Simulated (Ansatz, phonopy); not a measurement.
# Grüneisen parameters and expansion of TiC (Fm-3m), part 4 of 4

Wanted: mode Grüneisen parameters of TiC and a free-energy fit over volumes.

What experiment has found for this phase:
- heat capacity C_P per formula unit 33.9 J/mol/K near room temperature (given in “High-Throughput Prediction of Finite-Temperature Properties using the Quasi-Harmonic Approximation”, 2016, arXiv:1603.06924)

Ansatz 0.2.0; DFT PBEsol, scalar-relativistic, plane waves, PAW.

So far. Step 14 (A cell at another volume, V/V0 1.05): The run ends at a pressure of -11.83 GPa. Step 15 (Phonons, V/V0 1.05): No mode is imaginary beyond numerical noise at the solved wavevectors. The highest zone-centre mode (no LO–TO term) moved by -9.1 % for a volume change of +5.0 %.

The database entry behind the starting cell differs from later determinations by our own check (0.1 to 0.3 % short, probably kX units), so it need not match the best structure at ambient conditions.

## (16) Mode Grüneisen parameters (continued)

Grüneisen at points, by row:

```
point  branch  frequency (cm⁻¹)  mode Grüneisen parameter
    Γ       4             542.4                      1.87
    X       1             297.2                      1.46
    X       3             368.4                      1.67
    X       4               537                      1.72
    X       6             601.2                      1.34
    U       1             298.6                      1.99
    U       2             350.2                      1.58
    U       3             371.9                      1.33
    U       4             567.2                      1.43
    U       5             601.2                       1.4
    U       6             652.4                      1.33
    K       1             298.6                      1.99
    K       2             350.2                      1.58
    K       3             371.9                      1.33
    K       4             567.2                      1.43
    K       5             601.2                       1.4
    K       6             652.4                      1.33
    L       1             270.2                      2.13
    L       3             460.8                      1.32
    L       4             584.8                      1.42
    L       6             732.2                       1.1
    W       1             336.8                      1.51
    W       3             358.1                      1.57
    W       4             588.8                      1.45
    W       6             656.1                      1.24
```

## (17) Free-energy fit

This step gave:

| Item | Value |
| --- | --- |
| volume expansion coefficient at 300 K | 17.38 1e-6/K |
| isothermal bulk modulus at 300 K | 256.9 GPa |
| C_P at 300 K | 17.17 J/mol-atom/K |
| Grüneisen parameter at 300 K | 1.577 |

The energy (each curve on its own zero) by volume; values in meV/atom:

```
volume (Å³/atom)  static  F at 0 K  F at 300 K  F at 1300 K
           9.595    7.79      12.6        14.0         27.8
           9.743     1.9      4.77        5.69         14.2
           9.892       0      0.99        1.34         4.48
          10.040    1.81      0.94        0.72        -1.57
          10.188    7.08      4.38        3.56        -4.24
          10.386    19.0      13.9        12.2        -3.04
```

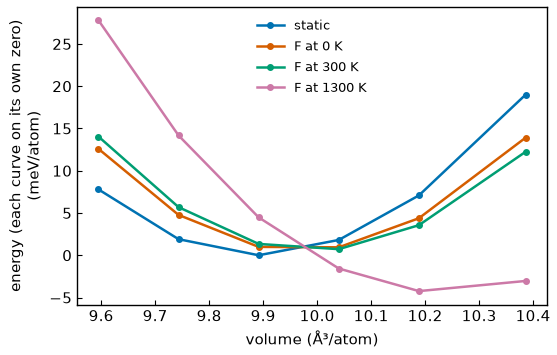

Energy (each curve on its own zero), plotted against volume.

Phonopy-qha, vinet fit of F(V) at each temperature; no electronic free energy. Qha vinet, by row:

```
T (K)  fitted volume (Å³/atom)  alpha_V (1e-6/K)  B_T (GPa)  C_P (J/mol-atom/K)  Grueneisen
  100                    9.968               3.9      261.1               3.671       1.653
  150                    9.971              8.25      260.4               7.946       1.621
  200                    9.976             12.09      259.4               11.81       1.599
  250                    9.983             15.11      258.3               14.87       1.585
  300                    9.991             17.38      256.9               17.17       1.577
  350                       10             19.09      255.6               18.88       1.573
  400                    10.01              20.4      254.1               20.16        1.57
  450                    10.02             21.43      252.6               21.14       1.569
  500                    10.03             22.27      251.1                21.9        1.57
  550                    10.04             22.96      249.6               22.51        1.57
  600                    10.05             23.55        248                  23       1.572
  650                    10.07             24.06      246.4                23.4       1.574
  700                    10.08             24.52      244.8               23.74       1.576
  750                    10.09             24.93      243.2               24.04       1.579
  800                     10.1             25.32      241.6               24.29       1.582
  850                    10.12             25.68        240               24.51       1.585
  900                    10.13             26.02      238.3               24.71       1.588
  950                    10.14             26.35      236.7                24.9       1.591
 1000                    10.16             26.67        235               25.06       1.595
 1050                    10.17             26.98      233.3               25.22       1.598
 1100                    10.18             27.29      231.6               25.36       1.602
 1150                     10.2             27.59      229.9                25.5       1.606
 1200                    10.21             27.89      228.2               25.63       1.609
 1250                    10.23             28.19      226.4               25.76       1.613
```

Table of volume expansion coefficient, phonopy-qha, Vinet by temperature:

```
temperature (K)  volume expansion coefficient, phonopy-qha, Vinet (1e-6/K)
            100                                                        3.9
            200                                                       12.1
            300                                                       17.4
            400                                                       20.4
            500                                                       22.3
            600                                                       23.6
            700                                                       24.5
            800                                                       25.3
            900                                                       26.0
           1000                                                       26.7
           1100                                                       27.3
           1200                                                       27.9
```

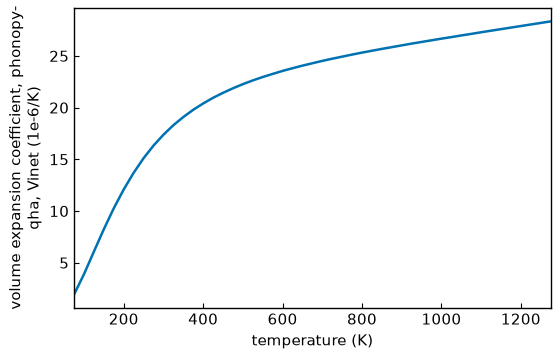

Volume expansion coefficient, phonopy-qha, Vinet, plotted against temperature.

The fit gives a volume expansion of 17.4 × 10⁻⁶/K at 300 K.

## (18) What came out

```
volume expansion coefficient at 300 K  : 17.38 1e-6/K
isothermal bulk modulus at 300 K       : 256.9 GPa
C_P at 300 K                           : 17.17 J/mol-atom/K
Grüneisen parameter at 300 K           : 1.577
mean mode Grüneisen parameter at 300 K : 1.55
```

What this shows: Near room temperature TiC expands by 17.4 × 10⁻⁶/K in volume by PBEsol, with C_P = 17.2 J/(mol K) per mole of atoms and B_T = 257 GPa. C_P at room temperature is 69 % of the classical 3R an atom, so the stiffest modes are still partly frozen out. A measured heat capacity per formula unit near room temperature is 33.9 J/mol/K (arXiv:1603.06924); the calculated 34.3 J/mol/K differs by +1 %. The fit leaves out the electrons' free energy, which adds to C_P and to the expansion of a metal at high temperature. The heat-capacity-weighted Grüneisen parameter goes from 1.49 at 50 K to 1.52 at 800 K. Weighting γ by the density of states and each mode's heat capacity at 300 K, modes below 240 cm⁻¹ give about 10 % of the sum of γC that drives the expansion, those up to 490 cm⁻¹ 54 % and the rest 36 %. Among the labelled points γ is largest for branch 1 at L (270 cm⁻¹, 2.1) and smallest for branch 6 at L (732 cm⁻¹, 1.1). The PAW files were made for PBE and are used here under another functional, for which the program regenerates the frozen cores.

[Logs are printed without paths, hosts, clocks, repeated set-up lines and the standing remarks that a program may print on its own settings, such as how far it seeks lower states.]

[Hosts, paths, dates, database ids (printed as entryN), source tags and the programs' standing remarks are cut or masked in the printed files.]

[A step with changed settings may run another functional than the one named; its input shows which.]

[Of the runs on displaced cells, only some may be shown.]
